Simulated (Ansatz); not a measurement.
**SiH3Cl (chlorosilane): CCSDT(Q)/STO-3G**

What is the electronic atomisation energy of SiH3Cl (chlorosilane) at CCSDT(Q)/STO-3G? 

The calculation is run with Ansatz 0.2.0.

53 further runs of the same task are left out: 4 that didn't finish, 49 set aside as unsound or not needed.

### 1 The molecule

SiH3Cl has 5 atoms, charge 0, and is taken as a singlet. SMILES: `[SiH3]Cl`. Geometry: relaxed at PBE0-D4/def2-TZVP.

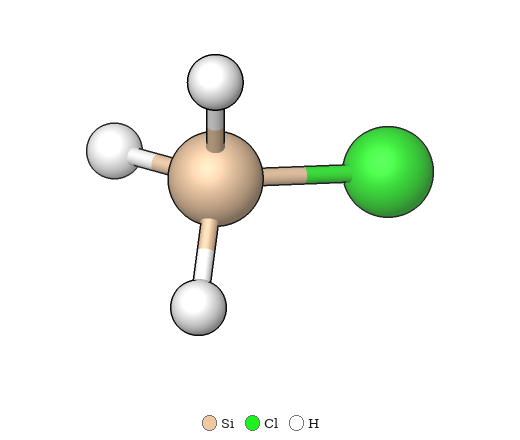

Viewed from a chosen angle; silicon light orange, chlorine green, hydrogen white.

### 2 A single-point energy at CCSDT(Q)/STO-3G

input.yaml reads:

```yaml
basis:
  gaussian: {orbitals: STO-3G}
crystal:
  periodic: [false, false, false]
  atoms:
    - {symbol: Si, position_ang: [-0.112000, 0.018600, -0.030900]}
    - {symbol: Cl, position_ang: [1.838300, -0.513500, 0.329900]}
    - {symbol: H, position_ang: [-0.950900, -0.488300, 1.079100]}
    - {symbol: H, position_ang: [-0.534700, -0.585700, -1.314900]}
    - {symbol: H, position_ang: [-0.190800, 1.495400, -0.104700]}
correlation: {method: ccsdt_q, frozen_orbitals: {Cl: 5, H: 0, Si: 5}}
accuracy: high
scf: {omitted_lower_state_checks: [cluster_reference, increment]}
```

Launch:

```console
$ ansatz run input.yaml --threads 1 --pin off --max-ram 2610MiB --events-out events.jsonl --progress --plain --runs-dir runs
```

The log of the run (excerpt; [...] marks lines left out):

```text
Warning: RAYON_NUM_THREADS=1 ignored (pool sized by the plan → 1); use --threads N
Functional definition: HF
  name "HF"
[...]
364 factors; integrals over basis functions are off by at most 1.3e-8 eV
[...]
mean field -20190.09160878 eV, -741.9721812869 hartree, gradient 4.6e-8 eV, S^2 0.000000; 0 other end points of the search recorded, 0 dependent functions left out
10 core orbitals not correlated: weight in the atoms' cores, before any rotation towards them, 1.000 or more for the frozen orbitals, at most 0.000 for the correlated occupied ones
reference -20190.09160878 eV, -741.9721812869 hartree; 7, 7 occupied and 4, 4 virtual orbitals, 364 factors
second order -1.23039182 eV of doubles, -0.00000000 eV of singles
cycle   1  -1.59199106 eV  change   -3.6e-1 eV  update   5.2e-2
[...]
cycle  18  -1.81449598 eV  change   -1.2e-9 eV  update  7.1e-10
perturbative correction -0.00027351 eV, -0.0000100514 hartree
Total energy: -20191.90637827 eV, -742.0388728356 hartree
Checks for a lower state left out: cluster_reference, increment
```

Run time: 0.28 s. Hardware: 1 thread of Arm Neoverse V1, shared host.

### 3 The Cl atom, same level

molecule.yaml reads:

```yaml
crystal:
  periodic: [false, false, false]
  atoms:
    - {symbol: Cl, position_ang: [0.000000, 0.000000, 0.000000]}
basis:
  gaussian: {orbitals: STO-3G}
magnetization: {spin_polarized: true, initial_magnetization: 1}
correlation: {method: ccsdt_q, frozen_orbitals: {Cl: 5}}
accuracy: high
scf: {omitted_lower_state_checks: [cluster_reference, increment]}
```

Run the same way, it converges to -454.54219 Eh (log not shown).

### 4 The H atom: a single-point energy at UHF/STO-3G

job.yaml reads:

```yaml
crystal:
  periodic: [false, false, false]
  atoms:
    - symbol: H
      position_ang: [0.000000, 0.000000, 0.000000]
basis:
  gaussian: {orbitals: STO-3G}
magnetization: {spin_polarized: true, initial_magnetization: 1}
hamiltonian: {xc: hf}
accuracy: high
```

Run the same way, it converges to -0.46658 Eh (log not shown).

### 5 The Si atom, same level

in.yaml reads:

```yaml
crystal:
  periodic: [false, false, false]
  atoms:
    - symbol: Si
      position_ang: [0.000000, 0.000000, 0.000000]
basis:
  gaussian: {orbitals: STO-3G}
magnetization: {spin_polarized: true, initial_magnetization: 2}
correlation: {method: ccsdt_q, frozen_orbitals: {Si: 5}}
accuracy: high
scf: {omitted_lower_state_checks: [cluster_reference, increment]}
```

Launch:

```console
$ ansatz run in.yaml --threads 1 --pin off --max-ram 2610MiB --events-out events.jsonl --progress --plain --runs-dir runs
```

The log of the run (excerpt; [...] marks lines left out):

```text
Warning: RAYON_NUM_THREADS=1 ignored (pool sized by the plan → 1); use --threads N
[... 2 set-up lines as earlier in the session ...]
[...]
42 factors; integrals over basis functions are off by at most 2.5e-9 eV
[...]
mean field -7767.93148641 eV, -285.4662168327 hartree, gradient 2.1e-9 eV, S^2 2.000003; 3 other end points of the search recorded, 0 dependent functions left out
5 core orbitals not correlated: weight in the atoms' cores, before any rotation towards them, 1.000 or more for the frozen orbitals, at most 0.000 for the correlated occupied ones
reference -7767.93148641 eV, -285.4662168327 hartree; 3, 1 occupied and 1, 3 virtual orbitals, 42 factors
second order -0.19861568 eV of doubles, 0.00000000 eV of singles
cycle   1  -0.29002693 eV  change   -9.1e-2 eV  update   3.3e-2
[...]
cycle  10  -0.36498321 eV  change  -5.5e-11 eV  update  1.1e-11
perturbative correction 0.00000000 eV, 0.0000000000 hartree
Total energy: -7768.29646962 eV, -285.4796297181 hartree
Checks for a lower state left out: cluster_reference, increment
```

Run time: 0.29 s. Hardware: 1 thread of Arm Neoverse V1, shared host.

### 6 Results

Level: CCSDT(Q)/STO-3G, 10 core orbitals frozen.

| quantity | value |
| --- | --- |
| molecule: total energy | -742.03887 Eh |
| molecule: correlation energy (10 core orbitals frozen) | -66.7 mEh |
| molecule: T1 diagnostic | 0.004 |
| Cl atom: total energy | -454.54219 Eh |
| Cl atom: correlation energy (5 core orbitals frozen) | 0.0 mEh |
| Cl atom: ⟨S²⟩ of the reference determinant | 0.750 |
| Cl atom: T1 diagnostic | 0.000 |
| H atom: total energy | -0.46658 Eh |
| H atom: ⟨S²⟩ | 0.750 |
| Si atom: total energy | -285.47963 Eh |
| Si atom: correlation energy (5 core orbitals frozen) | -13.4 mEh |
| Si atom: ⟨S²⟩ of the reference determinant | 2.000 |
| Si atom: T1 diagnostic | 0.000 |
| electronic atomisation energy | 16.798 eV |

**Reading.** Taking the molecule apart into free atoms costs 16.80 eV (387 kcal/mol), before zero-point energy and without spin-orbit coupling. In a minimal basis such a difference can be off by several eV, whatever the method.
